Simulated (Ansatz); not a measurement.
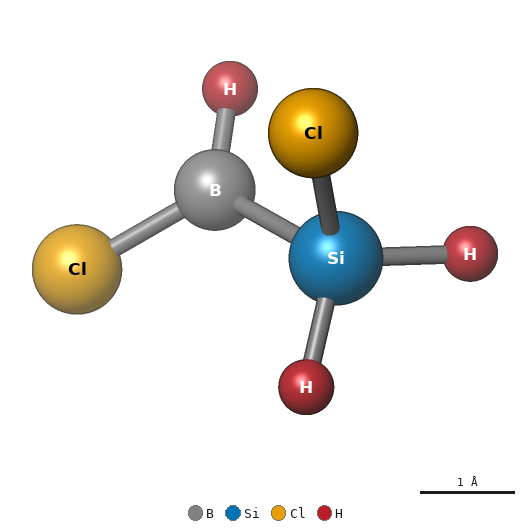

Distant atoms are faded towards the background colour. The geometry was computed by an optimisation with PBE-D4/def2-SVP. No frequency run is at hand to confirm it as a minimum. Masses are those of the most abundant isotopes; constants are for the rigid equilibrium geometry.

Classify the rotor and give the rotational constants (GHz).

An asymmetric top (C1): A = 8.06, B = 1.31, C = 1.20 GHz. Ray's parameter κ is −0.97, close to the prolate limit.
